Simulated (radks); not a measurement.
**Polarisabilities and dispersion coefficients of B⁺, K³⁺, Te and others**

Aim: static dipole polarisabilities and C6 coefficients, each species in its NIST ground configuration. After each ground state the linear response is solved; its values go to the run's result record, not to the log. Response by self-consistent Sternheimer equations with the Hartree and adiabatic LDA kernel.

The numbers are computed with radks (a radial shooting solver on a logarithmic mesh, Libxc functionals) version 1 (non-relativistic Kohn-Sham, LDA (Slater exchange, Perdew-Wang correlation), spin-polarised, spherical densities, point nucleus; open shells are filled with parallel spins first), except any that are marked as measured or tabulated.

### Step 1. What is computed

* species: B⁺ ([He] 2s2), K³⁺ ([Ne] 3s2 3p4), Te ([Kr] 4d10 5s2 5p4), Ag ([Kr] 4d10 5s1), K ([Ar] 4s1), Sr ([Kr] 5s2), Co³⁺ ([Ar] 3d6), V²⁺ ([Ar] 3d3)

In the logs a row gives level, spin channel, occupation and eigenvalue; Etot, Ekin, Encl (electron-nucleus), Eh (Hartree) and Exc are energies, all in hartree; err is the last residual, it the number of iterations.

### Step 2. B⁺, [He] 2s2

Settings of this run:

```text
Z 5
configuration [He] 2s2
relativity non-relativistic
functional lda,pw
spin polarised
nucleus point
response adiabatic LDA kernel
```

The program printed:

```text
1s      1   1.0000          -7.04394190
2s      1   1.0000          -0.71313151
1s      2   1.0000          -7.04394190
2s      2   1.0000          -0.71313151
Etot -24.037314853265137
Ekin 23.876953474020716
Encl -54.20845783122269
Eh 9.557476604407565
Exc -3.2632871004707322
err 2.925071377620932e-11
it 13
```

The top filled level is 2s, -19.405 eV. The response step gives α = 10.78 bohr³ (20.29 without the induced potential) and C6 = 29.18 hartree bohr⁶.

From the orbitals of this run (lengths in bohr):

```csv
level,occupation,energy (eV),<r>,outermost maximum (interpolated),90 % within,nodes
1s,2,-191.68,0.3320,0.212,0.597,0
2s,2,-19.405,1.788,1.45,2.80,1
```

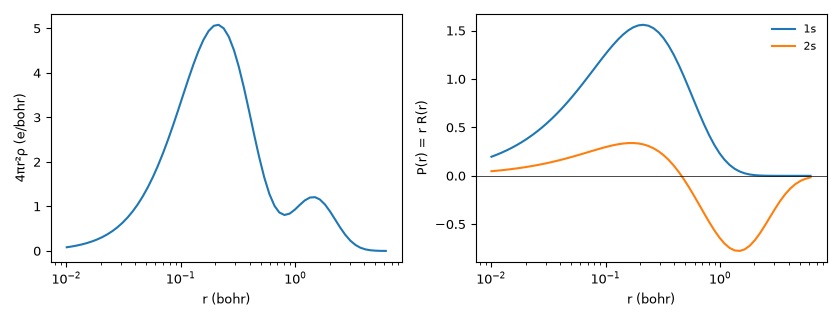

Left: shells in the radial density. Right: radial functions of the outer levels.

### Step 3. K³⁺, [Ne] 3s2 3p4

Input: that of step 2 with these lines changed.

```diff
@@ -1,3 +1,3 @@
-Z 5
-configuration [He] 2s2
+Z 19
+configuration [Ne] 3s2 3p4
 relativity non-relativistic
```

The program printed:

```text
1s      1   1.0000        -130.03541122
2s      1   1.0000         -14.40456270
2p      1   3.0000         -11.85949563
3s      1   1.0000          -2.68299280
3p      1   3.0000          -2.05509889
1s      2   1.0000        -130.01229864
2s      2   1.0000         -14.38046129
2p      2   3.0000         -11.82976807
3s      2   1.0000          -2.58516500
3p      2   1.0000          -1.96195301
Etot -595.1766970143225
Ekin 594.2422545767597
Encl -1390.6615867320666
Eh 231.73260812423877
Exc -30.489972983254514
err 3.2865523986266894e-09
it 14
```

The top filled level is 3p down, -53.387 eV. The response step gives α = 3.013 bohr³ (4.940 without the induced potential) and C6 = 8.182 hartree bohr⁶.

### Step 4. Te, [Kr] 4d10 5s2 5p4

Settings of this run:

```text
Z 52
configuration [Kr] 4d10 5s2 5p4
relativity non-relativistic
functional lda,pw
spin polarised
nucleus point
response adiabatic LDA kernel
```

The program printed:

```text
1s      1   1.0000       -1115.82958631
2s      1   1.0000        -167.01897335
2p      1   3.0000        -156.80607417
3s      1   1.0000         -33.13506690
3p      1   3.0000         -28.85834555
3d      1   5.0000         -20.88538233
4s      1   1.0000          -5.57171542
4p      1   3.0000          -4.09921890
4d      1   5.0000          -1.60901840
5s      1   1.0000          -0.53700040
5p      1   3.0000          -0.24222248
1s      2   1.0000       -1115.82755685
2s      2   1.0000        -167.01791638
2p      2   3.0000        -156.80444510
3s      2   1.0000         -33.13318462
3p      2   3.0000         -28.85630594
3d      2   5.0000         -20.88349789
4s      2   1.0000          -5.56751454
4p      2   3.0000          -4.09450852
4d      2   5.0000          -1.60131185
5s      2   1.0000          -0.49781110
5p      2   1.0000          -0.20445030
Etot -6608.6290152808815
Ekin 6605.055235360183
Encl -15702.218312472376
Eh 2654.1093165528955
Exc -165.57525472158403
err 1.930434216824513e-09
it 14
```

5p down is the highest filled level (-5.563 eV). The response step gives α = 40.81 bohr³ (65.65 without the induced potential) and C6 = 451.9 hartree bohr⁶.

### Step 5. Ag, [Kr] 4d10 5s1

Settings of this run:

```text
Z 47
configuration [Kr] 4d10 5s1
relativity non-relativistic
functional lda,pw
spin polarised
nucleus point
response adiabatic LDA kernel
```

The program printed:

```text
1s      1   1.0000        -900.32320135
2s      1   1.0000        -129.85792457
2p      1   3.0000        -120.91153846
3s      1   1.0000         -23.67668579
3p      1   3.0000         -20.06586988
3d      1   5.0000         -13.36596879
4s      1   1.0000          -3.22132181
4p      1   3.0000          -2.08510331
4d      1   5.0000          -0.29980699
5s      1   1.0000          -0.16714889
1s      2   1.0000        -900.32252415
2s      2   1.0000        -129.85796787
2p      2   3.0000        -120.91147201
3s      2   1.0000         -23.67632383
3p      2   3.0000         -20.06552909
3d      2   5.0000         -13.36577821
4s      2   1.0000          -3.22109755
4p      2   3.0000          -2.08437053
4d      2   5.0000          -0.29392590
5s      2   0.0000          -0.14305865
Etot -5195.017686348725
Ekin 5191.824047267968
Encl -12377.36346407175
Eh 2131.683977725886
Exc -141.16224727082954
err 6.96476348543428e-09
it 14
```

5s up is the highest filled level (-4.548 eV). The response step gives α = 53.70 bohr³ (82.60 without the induced potential) and C6 = 423.2 hartree bohr⁶.

### Step 6. K, [Ar] 4s1

Settings of this run:

```text
Z 19
configuration [Ar] 4s1
relativity non-relativistic
functional lda,pw
spin polarised
nucleus point
response adiabatic LDA kernel
```

The program printed:

```text
1s      1   1.0000        -128.41208995
2s      1   1.0000         -12.83604480
2p      1   3.0000         -10.28087054
3s      1   1.0000          -1.27966882
3p      1   3.0000          -0.69205794
4s      1   1.0000          -0.09614720
1s      2   1.0000        -128.41148948
2s      2   1.0000         -12.83542826
2p      2   3.0000         -10.28030318
3s      2   1.0000          -1.27801661
3p      2   3.0000          -0.68945196
4s      2   0.0000          -0.07289331
Etot -598.199179109701
Ekin 597.1774634764258
Encl -1421.1577161613277
Eh 257.43197006520955
Exc -31.65089649000865
err 2.0778725688122953e-10
it 14
```

The top filled level is 4s up, -2.616 eV. The response step gives α = 259.9 bohr³ (301.9 without the induced potential) and C6 = 3308 hartree bohr⁶.

### Step 7. Sr, [Kr] 5s2

Input: that of step 6 with these lines changed.

```diff
@@ -1,3 +1,3 @@
-Z 19
-configuration [Ar] 4s1
+Z 38
+configuration [Kr] 5s2
 relativity non-relativistic
```

The program printed:

```text
1s      1   1.0000        -572.87015685
2s      1   1.0000         -76.49164631
2p      1   3.0000         -69.74578177
3s      1   1.0000         -11.77131859
3p      1   3.0000          -9.30159868
3d      1   5.0000          -4.81323393
4s      1   1.0000          -1.45510822
4p      1   3.0000          -0.84430712
5s      1   1.0000          -0.13185105
1s      2   1.0000        -572.87015685
2s      2   1.0000         -76.49164631
2p      2   3.0000         -69.74578177
3s      2   1.0000         -11.77131859
3p      2   3.0000          -9.30159868
3d      2   5.0000          -4.81323393
4s      2   1.0000          -1.45510822
4p      2   3.0000          -0.84430712
5s      2   1.0000          -0.13185105
Etot -3129.4380223435737
Ekin 3126.9884550659326
Encl -7465.6313596095115
Eh 1308.9458687178937
Exc -99.74098651788876
err 2.390507696432981e-10
it 14
```

5s is the highest filled level (-3.588 eV). The response step gives α = 188.5 bohr³ (352.6 without the induced potential) and C6 = 2969 hartree bohr⁶.

### Step 8. Co³⁺, [Ar] 3d6

Input: that of step 7 with these lines changed.

```diff
@@ -1,3 +1,3 @@
-Z 38
-configuration [Kr] 5s2
+Z 27
+configuration [Ar] 3d6
 relativity non-relativistic
```

The program printed:

```text
1s      1   1.0000        -277.03809375
2s      1   1.0000         -33.84858047
2p      1   3.0000         -29.60977116
3s      1   1.0000          -5.12519540
3p      1   3.0000          -3.85322126
3d      1   5.0000          -1.74315484
1s      2   1.0000        -277.03723193
2s      2   1.0000         -33.75667941
2p      2   3.0000         -29.53991969
3s      2   1.0000          -4.95383815
3p      2   3.0000          -3.68540567
3d      2   1.0000          -1.58446166
Etot -1377.946111951497
Ekin 1376.4258402461323
Encl -3252.6264389033613
Eh 553.8445762866893
Exc -55.590089580957354
err 1.6955885029732226e-09
it 15
```

The top filled level is 3d down, -43.115 eV. The response step gives α = 1.837 bohr³ (2.264 without the induced potential) and C6 = 4.437 hartree bohr⁶.

### Step 9. V²⁺, [Ar] 3d3

Input: that of step 8 with these lines changed.

```diff
@@ -1,3 +1,3 @@
-Z 27
-configuration [Ar] 3d6
+Z 23
+configuration [Ar] 3d3
 relativity non-relativistic
```

The program printed:

```text
1s      1   1.0000        -195.82765332
2s      1   1.0000         -22.42438614
2p      1   3.0000         -19.04084120
3s      1   1.0000          -3.17357515
3p      1   3.0000          -2.25630419
3d      1   3.0000          -0.83321182
1s      2   1.0000        -195.82785651
2s      2   1.0000         -22.38219889
2p      2   3.0000         -19.00839374
3s      2   1.0000          -3.06867673
3p      2   3.0000          -2.15335296
3d      2   0.0000          -0.73818948
Etot -940.9231086146531
Ekin 939.6719051365516
Encl -2220.1246899136017
Eh 382.12323550534734
Exc -42.5935593429504
err 4.519356274374403e-09
it 15
```

The top filled level is 3d up, -22.673 eV. The response step gives α = 4.885 bohr³ (6.016 without the induced potential) and C6 = 14.74 hartree bohr⁶.

### Step 10. Summary of results

```csv
species,−ε(HOMO) (eV),α (bohr³),α uncoupled (bohr³),C6 (hartree bohr⁶),C8 (hartree bohr⁸),recommended α (bohr³)
B⁺,19.405,10.78,20.29,29.18,550.1,-
K³⁺,53.387,3.013,4.940,8.182,-,-
Te,5.563,40.81,65.65,451.9,-,38
Ag,4.548,53.70,82.60,423.2,22402,55
K,2.616,259.9,301.9,3308,432127,289.7
Sr,3.588,188.5,352.6,2969,387381,197.2
Co³⁺,43.115,1.837,2.264,4.437,-,-
V²⁺,22.673,4.885,6.016,14.74,-,-
```

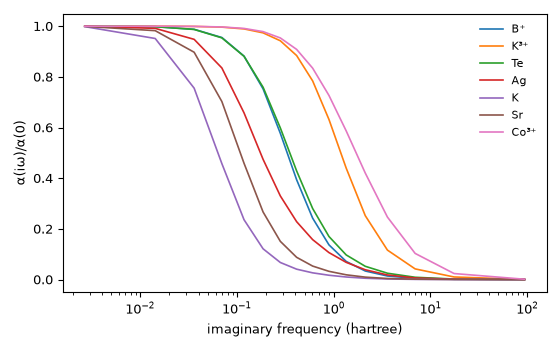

Polarisability at imaginary frequency, each scaled by its static value.

Uncoupled leaves out the potential induced by the response; C6 and C8 are for like pairs. K is the most polarisable and Co³⁺ the least, a factor 141 apart. For the pair K–Co³⁺ the Casimir-Polder integral gives C6 = 52.03, the rule 2·Ca·Cb/(Ca·αb/αa + Cb·αa/αb) on the like-pair values 45.10. Against the recommended values (Schwerdtfeger and Nagle, 2023 table) the misses are Te +7 %, Ag -2 %, K -10 %, Sr -4 %. C8 is given only where no p, d or f shell is open. For heavy and open-shell atoms this level can miss by tens of per cent.
